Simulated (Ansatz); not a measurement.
## Electronic structure of H5OSSi (charge +1) in real space

Input file:

```
crystal:
  periodic: [false, false, false]
  atoms:
    - { symbol: Si, position_ang: [-0.7987, 0.66958, -0.70321] }
    - { symbol: O, position_ang: [0.62178, 0.02188, 0.36579] }
    - { symbol: S, position_ang: [0.46723, -1.36816, 1.43072] }
    - { symbol: H, position_ang: [-1.11977, -0.58461, -1.36737] }
    - { symbol: H, position_ang: [0.05905, 1.63002, -1.38672] }
    - { symbol: H, position_ang: [-1.73494, 1.16651, 0.29433] }
    - { symbol: H, position_ang: [1.28798, 0.64332, 0.70589] }
    - { symbol: H, position_ang: [1.21737, -2.17852, 0.66056] }
total_charge: 1
basis:
  gaussian: { orbitals: def2-SVP }
hamiltonian:
  xc: b3lyp
  dispersion: d4
relax:
  f_tol: 0.015
  max_steps: 40
output:
  orbitals: {}
```

Run with:

```sh
ansatz run input.yaml --threads 1 --pin off --max-ram 2048MiB --backend cpu --events-out ev --progress --plain --runs-dir out
```

The fields are those of the relaxed geometry.

All numbers below come from RKS B3LYP-D4/def2-SVP in Ansatz 0.2.0.

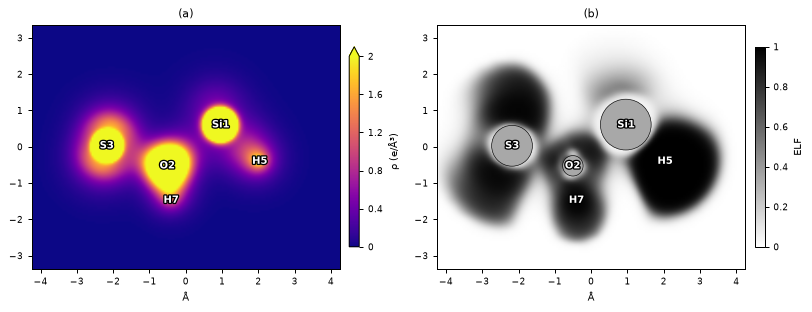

Figure 1. (a) electron density; (b) ELF on the plane of atoms O2, Si1 and H5. Grey discs cover the atomic cores in the ELF map.

**What do the fields say about this system?**

- Atoms in the plane: Si, O, S and H.
- S–O (1.77 Å): ρ is about 1 e/Å³ halfway; the ELF peaks at about 0.85 between the atoms: a shared but strongly polarised pair.
- Si–O (1.85 Å): the density is about 0.67 e/Å³ at the midpoint; the ELF peaks at about 0.90 between the atoms; a polar covalent bond.
- O–H (0.98 Å): ρ at the midpoint is about 3.7 e/Å³; the ELF climbs to about 1 towards the hydrogen, as it does in any bond to H (an ordinary covalent bond to hydrogen).
- Si–H (1.48 Å): ρ at the midpoint is about 0.83 e/Å³; the ELF climbs to about 1 towards the hydrogen.
- The ELF also peaks beside S3, away from the bonds: lone-pair regions.

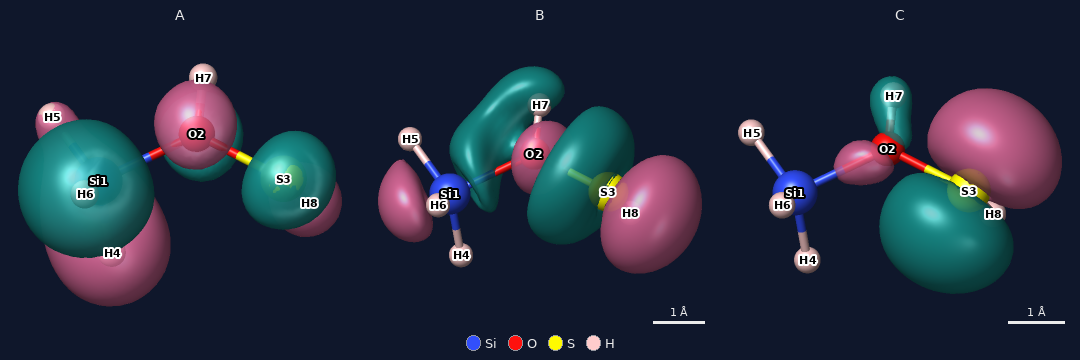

Figure 2. Three frontier orbitals at ±0.1 Å⁻³ᐟ² (teal and pink are the two phases), in no order.

**Order the three orbitals by energy and name them.**

A is the HOMO−1 (−14.89 eV). Its weight (Hirshfeld) is mainly on Si1 (about 30 %), H6 (about 25 %), O2 (about 15 %), H4 (about 15 %) and S3 (about 10 %). C is the HOMO (−13.09 eV). Its weight (Hirshfeld) is mainly on S3 (about 90 %); largely a lone pair of S3. B is the LUMO (−7.94 eV). Its weight (Hirshfeld) is mainly on S3 (about 60 %), O2 (about 20 %) and Si1 (about 10 %).

**What is the HOMO–LUMO gap?**

5.15 eV between the orbital energies.

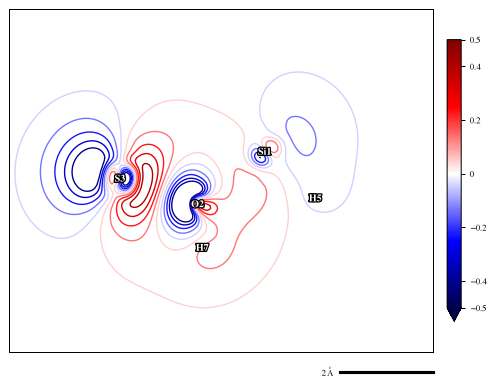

Figure 3. The LUMO on the plane of atoms Si1, O2 and S3 (values in Å⁻³ᐟ²; the overall sign is arbitrary).

**Describe this orbital and give its energy.**

It lies mainly on S3 (about 60 %), O2 (about 20 %) and Si1 (about 10 %). Its energy is −7.94 eV.
